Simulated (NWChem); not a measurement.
**CH5FSi (SMILES C[SiH2]F): levels of theory compared**

We compute a comparison of 6 runs (HF/STO-3G, HF/3-21G, HF/def2-SVP, B3LYP/6-31G*, MP2/6-311+G**) of CH5FSi. 

The results are computed with NWChem 7.3.0.

2 further runs of the same task are left out: 2 set aside as unsound or not needed.

### Step 1. Starting point

CH5FSi: 8 atoms, total charge 0, spin state singlet. As SMILES, `C[SiH2]F`. The coordinates come from a PBE0-D4/def2-TZVP relaxation.

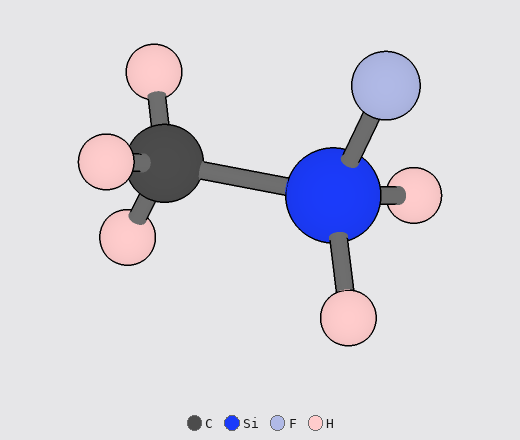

Viewed from a chosen angle; carbon dark grey, silicon blue, fluorine light blue, hydrogen pink.

### Step 2. Energy and forces at HF/STO-3G (run 1)

work.nw reads:

```
start work
memory stack 880 mb heap 220 mb global 1100 mb
charge 0

geometry noautosym nocenter noautoz
  C    -0.521400    0.700300   -0.437000
  Si    0.448400   -0.642000    0.395200
  F     1.946500   -0.649600   -0.178800
  H    -0.562400    0.542500   -1.517100
  H    -1.546700    0.713200   -0.056500
  H    -0.077200    1.680300   -0.248400
  H     0.538700   -0.420800    1.860700
  H    -0.133700   -1.981200    0.126000
end

basis spherical bse
  * library STO-3G
end

scf
  thresh 1e-08
  maxiter 80
end

task scf gradient
```

Launch:

```bash
nwchem work.nw > work.out
```

The log of the run:

```text
[...]
  functions       =    24
[...]
  wavefunction    = RHF
[...]
         Total SCF energy =   -423.984327934005
      One-electron energy =   -821.665799194434
      Two-electron energy =    281.722347442188
 Nuclear repulsion energy =    115.959123818242
        Time for solution =      0.7s
[...]
                         RHF ENERGY GRADIENTS
    atom               coordinates                        gradient
                 x          y          z           x          y          z
   1 C      -0.985303   1.323375  -0.825810    0.007499  -0.004204   0.000850
   2 Si      0.847353  -1.213204   0.746820    0.014822   0.026555  -0.029611
   3 F       3.678352  -1.227566  -0.337883   -0.013742  -0.000508   0.005770
   4 H      -1.062782   1.025176  -2.866903    0.000237  -0.002840  -0.008988
   5 H      -2.922839   1.347753  -0.106770   -0.008974  -0.001791   0.005029
   6 H      -0.145887   3.175307  -0.469408    0.004727   0.007728   0.002750
   7 H       1.017995  -0.795197   3.516213    0.004935   0.004272   0.030721
   8 H      -0.252656  -3.743925   0.238105   -0.009504  -0.029210  -0.006521
[...]
```

Run time: 1.5 s. Hardware: 1 thread of Intel Xeon Platinum 8488C (Sapphire Rapids), shared host; peak memory 0.098 GiB.

### Step 3. Energy and gradient at HF/3-21G (run 2)

mymol.nw reads:

```
start mymol
title "CH5FSi hf"
memory 2200 mb
charge 0

geometry noautosym nocenter noautoz
   C     -0.521400     0.700300    -0.437000
   Si     0.448400    -0.642000     0.395200
   F      1.946500    -0.649600    -0.178800
   H     -0.562400     0.542500    -1.517100
   H     -1.546700     0.713200    -0.056500
   H     -0.077200     1.680300    -0.248400
   H      0.538700    -0.420800     1.860700
   H     -0.133700    -1.981200     0.126000
end

basis spherical bse
   C library 3-21G
   Si library 3-21G
   F library 3-21G
   H library 3-21G
end

scf
   thresh 1e-08
   maxiter 80
   print medium
end

task scf gradient
```

Launch:

```bash
nwchem mymol.nw > mymol.out
```

The log of the run:

```text
[...]
  functions       =    41
[...]
  wavefunction    = RHF
[...]
         Total SCF energy =   -426.920305911125
      One-electron energy =   -822.320238287348
      Two-electron energy =    279.440808557982
 Nuclear repulsion energy =    115.959123818242
        Time for solution =      0.8s
[...]
                         RHF ENERGY GRADIENTS
    atom               coordinates                        gradient
                 x          y          z           x          y          z
   1 C      -0.985303   1.323375  -0.825810    0.011334  -0.011751   0.006138
   2 Si      0.847353  -1.213204   0.746820    0.011477   0.013356  -0.016444
   3 F       3.678352  -1.227566  -0.337883   -0.026246   0.000619   0.009599
   4 H      -1.062782   1.025176  -2.866903    0.000580  -0.002437  -0.004845
   5 H      -2.922839   1.347753  -0.106770   -0.004167  -0.001283   0.002738
   6 H      -0.145887   3.175307  -0.469408    0.003250   0.003864   0.002146
   7 H       1.017995  -0.795197   3.516213    0.002176  -0.000516   0.001084
   8 H      -0.252656  -3.743925   0.238105    0.001595  -0.001852  -0.000416
[...]
```

It took 1.7 s on 1 thread of Intel Xeon Platinum 8488C (Sapphire Rapids), shared host; peak memory 0.099 GiB.

Runs 3 to 5 aren't shown in full; the table further down has their settings and results.

### Step 4. Energy and gradient at MP2/6-311+G(d,p) (run 6)

run.py reads:

```python
from ase import Atoms
from ase.calculators.nwchem import NWChem

mol = Atoms(['C', 'Si', 'F', 'H', 'H', 'H', 'H', 'H'], positions=[
    [-0.521400, 0.700300, -0.437000],
    [0.448400, -0.642000, 0.395200],
    [1.946500, -0.649600, -0.178800],
    [-0.562400, 0.542500, -1.517100],
    [-1.546700, 0.713200, -0.056500],
    [-0.077200, 1.680300, -0.248400],
    [0.538700, -0.420800, 1.860700],
    [-0.133700, -1.981200, 0.126000],
])

calc = NWChem(
    label='ch5fsi',
    theory='mp2',
    memory='2200 mb',
    basis='6-311+G**',
    basispar='spherical bse',
    scf={'nopen': '0', 'rhf': None, 'thresh': '1e-08', 'maxiter': '80'},
    mp2={'freeze': 'core 7', 'tight': None},
)
mol.calc = calc

forces = mol.get_forces()
print("Total energy (eV):", round(mol.get_potential_energy(), 6))
print("forces (eV/A):")
for s, f in zip(mol.symbols, forces):
    print(f"{s:2s} {f[0]:10.5f} {f[1]:10.5f} {f[2]:10.5f}")
```

Launch:

```bash
export ASE_NWCHEM_COMMAND="nwchem PREFIX.nwi > PREFIX.nwo"
python run.py
```

The log of the run:

```text
Total energy (eV): -11693.621403
forces (eV/A):
C    -0.01018    0.02047   -0.01178
Si   -0.75549   -0.24641    0.51299
F     0.74464   -0.00190   -0.28606
H    -0.01034    0.00931   -0.02972
H    -0.03754    0.01630    0.00005
H    -0.00062    0.03096   -0.00447
H    -0.01239   -0.02329   -0.21206
H     0.08186    0.19458    0.03101
```

The calculator wrote ch5fsi.nwi:

```
title "ch5fsi"

permanent_dir ch5fsi

scratch_dir ch5fsi

start ch5fsi

geometry units angstrom nocenter noautosym noautoz
  C  -5.2139999999999997e-01 7.0030000000000003e-01 -4.3700000000000000e-01
  Si 4.4840000000000002e-01 -6.4200000000000002e-01 3.9520000000000000e-01
  F  1.9464999999999999e+00 -6.4959999999999996e-01 -1.7879999999999999e-01
  H  -5.6240000000000001e-01 5.4249999999999998e-01 -1.5170999999999999e+00
  H  -1.5467000000000000e+00 7.1319999999999995e-01 -5.6500000000000002e-02
  H  -7.7200000000000005e-02 1.6802999999999999e+00 -2.4840000000000001e-01
  H  5.3869999999999996e-01 -4.2080000000000001e-01 1.8607000000000000e+00
  H  -1.3370000000000001e-01 -1.9812000000000001e+00 1.2600000000000000e-01
end

memory 2200 mb

basis spherical bse noprint
   * library 6-311+G**
end

scf
  nopen 0
  rhf
  thresh 1e-08
  maxiter 80
end
mp2
  freeze core 7
  tight
end

task mp2 gradient
```

ch5fsi.nwo:

```text
Northwest Computational Chemistry Package (NWChem) 7.3.0
             --------------------------------------------------------

           Job information
           ---------------

    nwchem branch   = 7.3.0
    use scalapack   = T
    input           = ch5fsi.nwi
    prefix          = ch5fsi.
    data base       = ch5fsi/ch5fsi.db
    status          = startup
    nproc           =        1

           Memory information
           ------------------

[... 5 lines left out ...]
    hardfail = no
[... 139 lines left out ...]
 Convergence threshold     :          1.000E-08
[... 16 lines left out ...]
      One-electron energy =   -825.262811767148
[... 37 lines left out ...]
                       ROHF Final Molecular Orbital Analysis
[... 467 lines left out ...]
  MP2 natural orbitals output to ch5fsi/ch5fsi.mp2nos
[... 11 lines left out ...]
                 ----------------------------------------
                 |  Time  |  1-e(secs)   |  2-e(secs)   |
                 ----------------------------------------
                 |  CPU   |       0.01   |       6.44   |
                 ----------------------------------------
                 |  WALL  |       0.01   |       6.44   |
                 ----------------------------------------
 -----------------------
 Task  times  cpu:       42.1s     wall:       42.1s
 Total times  cpu:       42.2s     wall:       42.2s
```

Wall time 43 s (1 thread of Intel Xeon Platinum 8488C (Sapphire Rapids), shared host); peak memory 0.33 GiB.

### Step 5. All runs side by side

```csv
run,level,iteration cap,module,energy (Eh),dipole moment (D),HOMO energy (eV),LUMO energy (eV),wall time
1,HF/STO-3G,80,scf,-423.984328,1.14,-10.07,13.58,1.5 s
2,HF/3-21G,80,scf,-426.920306,2.12,-12.59,4.82,1.7 s
3,HF/def2-SVP,80,scf,-429.015248,–,–,–,7.5 s
4,B3LYP/6-31G* (spherical functions),100,dft,-430.509230,1.70,-8.77,0.79,20 s
5,B3LYP/6-31G* (Cartesian functions),100,dft,-430.512894,1.70,-8.77,0.74,20 s
6,MP2/6-311+G**,80,mp2,-429.732664,1.90,-12.70,1.54,43 s
```

### Step 6. Summary of results

| quantity | value |
| --- | --- |
| run 6: total energy | -429.73266 Eh |
| run 6: dipole moment (of the density that the program reports) | 1.90 D |
| run 6: HOMO energy (Hartree–Fock orbitals) | -12.70 eV |
| run 6: LUMO energy (Hartree–Fock orbitals) | 1.54 eV |
| run 6: HOMO–LUMO gap (Hartree–Fock orbitals) | 14.24 eV |
| run 6: correlation energy (7 core orbitals frozen) | -467.8 mEh |
| run 6: largest force on an atom | 0.946 eV/Å |

**Reading.** Over runs 1, 2, 4, 5, 6 the dipole moment (its size) runs from 1.14 D (HF/STO-3G) to 2.12 D (HF/3-21G). Over runs 1, 2, 4, 5 the HOMO–LUMO gap runs from 9.52 eV (B3LYP/6-31G*) to 23.65 eV (HF/STO-3G). The two ends differ in method and basis. In run 1 the basis is minimal, so the values are rough. All runs together took 94 s, the longest 43 s.
